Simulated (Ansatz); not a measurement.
# AlGa3C, from a guessed structure to a relaxed one, part 2 of 2

This structure for AlGa3C is made up. Its elements were placed in a known structure type with a cell scaled to their sizes. What cell does the guess relax to, and how far off was it?

Ansatz 0.2.0; DFT, PBEsol, plane-wave PAW, files of the set soft_1, scalar-relativistic, no spin, cell and ions relaxed at zero pressure; PAW set soft_1 (the session's first sound run).

So far: The structure; Relaxing cell and atoms. The relaxed cell has a = 4.282 Å (conventional setting).

**3. Electronic structure of the relaxed cell**

With the geometry fixed, one more self-consistent run, with a narrower smearing and the mesh shown in its input, gives the bands, and its pressure, and its forces where symmetry allows any, show how far the geometry depends on these settings.

This step: DFT, PBEsol, plane-wave PAW, files of the set soft_1, scalar-relativistic, no spin, bands and density of states at the relaxed cell; PAW set soft_1 (Ansatz 0.2.0).

input.yaml reads:

```yaml
crystal:
  lattice:
    - [4.2816969166, 0.0, 0.0]
    - [0.0, 4.2816969166, 0.0]
    - [0.0, 0.0, 4.2816969166]
  atoms:
    - { symbol: Ga, position: [0.5, 0.0, 0.5] }
    - { symbol: Ga, position: [0.5, 0.5, 0.0] }
    - { symbol: Ga, position: [0.0, 0.5, 0.5] }
    - { symbol: Al, position: [0.0, 0.0, 0.0] }
    - { symbol: C, position: [0.5, 0.5, 0.5] }
kpoints:
  mp_grid: { grid: [8, 8, 8] }
  band_path:
    path:
      - [[0.0, 0.0, 0.0], [0.0, 0.5, 0.0], [0.5, 0.5, 0.0], [0.0, 0.0, 0.0], [0.5, 0.5, 0.5], [0.0, 0.5, 0.0]]
      - [[0.5, 0.5, 0.0], [0.5, 0.5, 0.5]]
    npoints: 13
scf:
  occupations: { method: fermi_dirac, width: 0.03 }
  n_extra_bands: 9
hamiltonian:
  xc: pbesol
  pseudopotentials: { kind: paw, azcp: { folder: soft_1 }, xc_functional: pbe }
output:
  forces: true
  stress: true
  write_bands: true
  dos: { projected: true }
  write_density: true
  write_potential: true
  elf: true
  volumetric_format: npy
```

Run with:

```console
ansatz run input.yaml --threads 4 --pin off --max-ram 8192MiB --backend cpu --events-out ev --progress --plain --runs-dir out
```

Numbers of over 12 decimals in the logs are rounded to 6 here.

The program printed:

```text
[...]
Crystal: 5 atoms, lattice volume = 78.496 Å³
Basis set: ecut = 420 eV, 1551 PW (Γ), exchange–correlation on 60×60×60 points (8 copies of the dense FFT grid, shifted against one another)
Bands: 32, of which v1, the nominal top of the filled ones, is band 23 counted from 1 (22 counted from 0)
Symmetry: 48 space group operations
[...]
k-points: 35 of 512
[...]
SCF iter   1: F=—  HF=-11997.885786 eV  |F-HF|=—  |Δ(HF+E_count)|=         —  Δρ=4.54e-2  dr2=2.57e0  ethr=3.10e-3  ⟨swp⟩=5.2  Hψ=4434  notcnv=0
[...]
SCF iter   8: F=-11997.352014 eV  HF=-11997.352014 eV  |F-HF|=1.83e-8  |Δ(HF+E_count)|=   3.27e-7  Δρ=6.87e-6  dr2=4.48e-8  ethr=2.17e-10  ⟨swp⟩=10.9  Hψ=7541  notcnv=0
SCF 1 converged in 8 iterations: F = -11997.352014 eV  dr2 = 4.48e-8
[...]
NSCF: frozen V_eff on 80 k-points
SCF converged after 8 iterations
Free energy (F): -11997.352014 eV
[...]
Internal energy: -11997.344484 eV  (E = F + TS)
E sigma→0 (E₀):  -11997.348249 eV
Entropy (-TS):   -0.007529 eV (-1.506 meV/atom)
Fermi energy:    9.468037 eV
[...]
--- Stress (GPa, compression-positive) ---
        0.411669       0.000000       0.000000
        0.000000       0.411669       0.000000
        0.000000       0.000000       0.411669
  P = ⅓ Tr σ = 0.4117 GPa (4.117 kbar)
--- Band table (eV; the first three rows and the last of 35) ---
  k-point 0: bands = [... 19 lower, 4.2815, 6.4887, 6.4887, 10.4085, 10.4085, 10.4085, 12.3161, 14.0479, ... 5 higher]
  k-point 1: bands = [... 19 lower, 4.5782, 6.5785, 7.3723, 9.7892, 10.2983, 10.2983, 13.0508, 13.1329, ... 5 higher]
  k-point 2: bands = [... 19 lower, 4.8747, 6.8297, 8.0943, 9.9055, 9.9213, 9.9213, 11.7946, 12.9481, ... 5 higher]
  k-point 34: bands = [... 19 lower, 5.5034, 5.5034, 5.5034, 5.9920, 12.7702, 12.7702, 12.7702, 16.0105, ... 5 higher]
```

It took 2.9 s on 4 threads of Arm Neoverse V1, shared host; peak memory 0.41 GiB; 11 s of CPU time.

Numbers from this step:

* free energy: -11997.3520 eV
* energy at zero smearing: -11997.3482 eV
* smearing term TS: 0.007529 eV
* Fermi energy: 9.468 eV
* pressure: 0.4117 GPa

bands.tsv at the labelled points (eV, zero at the Fermi level; the bands that come nearest the Fermi level along the path):

```
point  band 20  band 21  band 22  band 23  band 24  band 25  band 26  band 27
    Γ    -5.19    -2.98    -2.98     0.94     0.94     0.94     2.85     4.58
    X    -4.02    -2.45    -2.13    -0.29    -0.29     0.86     3.38     3.38
    M    -3.90    -2.49     0.01     0.01     1.32     1.32     2.16     2.28
    Γ    -5.19    -2.98    -2.98     0.94     0.94     0.94     2.85     4.58
    R    -3.96    -3.96    -3.96    -3.48     3.30     3.30     3.30     6.54
    X    -4.02    -2.45    -2.13    -0.29    -0.29     0.86     3.38     3.38
    M    -3.90    -2.49     0.01     0.01     1.32     1.32     2.16     2.28
    R    -3.96    -3.96    -3.96    -3.48     3.30     3.30     3.30     6.54
```

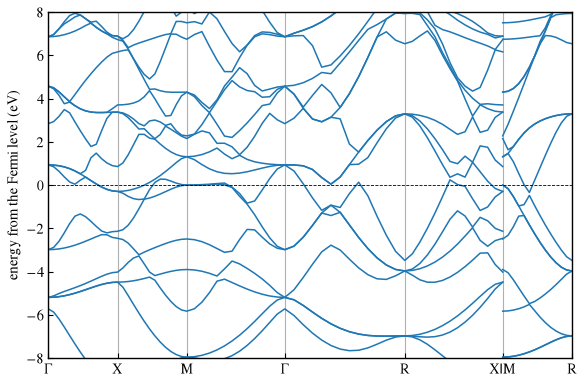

Bands along the path. 16 bands lie wholly below the window drawn.

States per cell as run, both spins, in windows of 1 eV, from dos.tsv (zero at the Fermi level):

```
from  to  total
  -8  -7   1.58
  -7  -6   1.30
  -6  -5   1.39
  -5  -4   1.49
  -4  -3   1.25
  -3  -2   1.75
  -2  -1   1.74
  -1   0   2.31
   0   1   2.12
   1   2   1.62
   2   3   2.68
   3   4   1.97
   4   5   1.83
   5   6   1.67
```

Below -8 eV lie 33.2 more states.

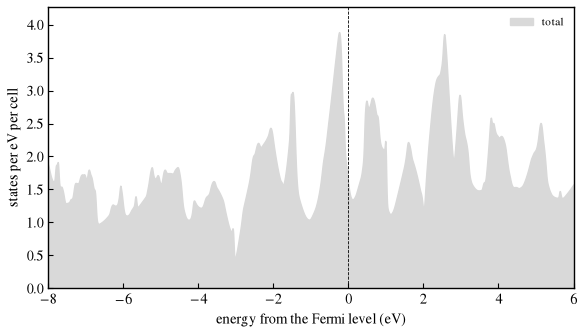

Total density of states, smoothed over about 0.04 eV.

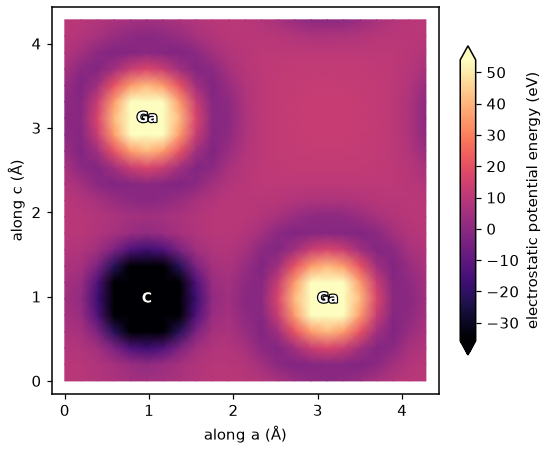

Electrostatic potential energy in the ac plane at fractional y = 0.500, with atoms of Ga and C within 0.2 Å of it. With pseudopotentials it is smooth inside the atoms' cores, unlike the true potential. The map starts off the cell's origin, so that atoms lie inside it.

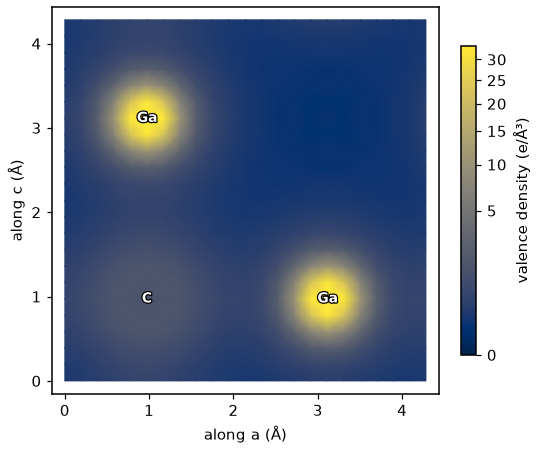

Valence density in the ac plane at fractional y = 0.500, with atoms of Ga and C within 0.2 Å of it. It is the smooth field of the valence electrons, not physical close to the nuclei. The map starts off the cell's origin, so that atoms lie inside it. The colour scale is stretched toward low values.

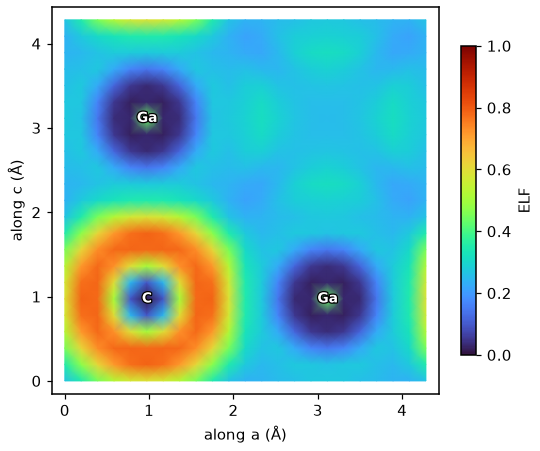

ELF in the ac plane at fractional y = 0.500, with atoms of Ga and C within 0.2 Å of it. It is the smooth field of the valence electrons, not physical close to the nuclei. The map starts off the cell's origin, so that atoms lie inside it.

**4. Summary of results**

| Quantity | Value |
| --- | --- |
| space group, relaxed | Pm-3m |
| conventional cell | a = 4.282, b = 4.282, c = 4.282 Å; α = 90.0°, β = 90.0°, γ = 90.0° |
| volume per atom | 15.70 Å³ (guess 14.04) |

**Reading.** AlGa3C relaxes to Pm-3m with a = 4.282, b = 4.282 and c = 4.282 Å. The guessed volume was 11 % too small. The space group Pm-3m was held in the relaxation, so the end point is a stationary structure within it and may be a saddle against distortions or other arrangements. Bands cross the Fermi level, so it is a metal or semimetal at this level. On the 8×8×8 mesh with the narrower smearing (relaxed on 7×7×7) the forces vanish, as symmetry may demand, and the largest stress component is 0.412 GPa, against the relaxation's thresholds of 0.015 eV/Å and 0.05 GPa. The cutoff wasn't tested. No dispersion term is used, so weakly bound directions may come out too long. Nothing here tests whether the compound is stable against decomposition.

[Logs are printed without paths, hosts, clocks, repeated set-up lines and the standing remarks that a program may print on its own settings, such as how far it seeks lower states.]

[Hosts, paths, dates, database ids (printed as entryN), source tags and the programs' standing remarks are cut or masked in the printed files.]
